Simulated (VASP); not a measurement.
Band structure of MgNi3C (space group Pm-3m). All values below come from LDA (Ceperley-Alder, Perdew-Zunger), VASP's LDA PAW potentials (set 64) (plane waves; VASP).

The run has a spin-polarised start.

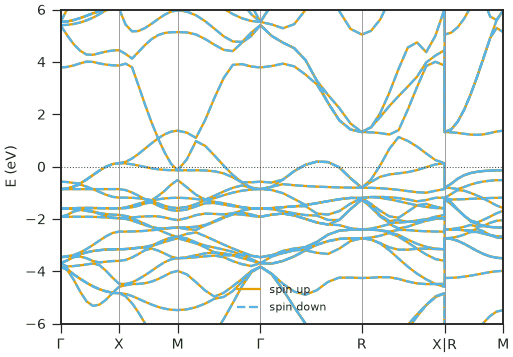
Figure. Bands along high-symmetry lines, zero at the valence-band maximum or, without a gap, the Fermi level

Problem. Read the plot: is there a gap, and where are the band edges?

Solution. It has no gap at this level: it comes out as a metal or semimetal.

The structure comes from a computed database's MgNi3C entry; how it stands against other phases isn't given here. The cell was not relaxed at this level.
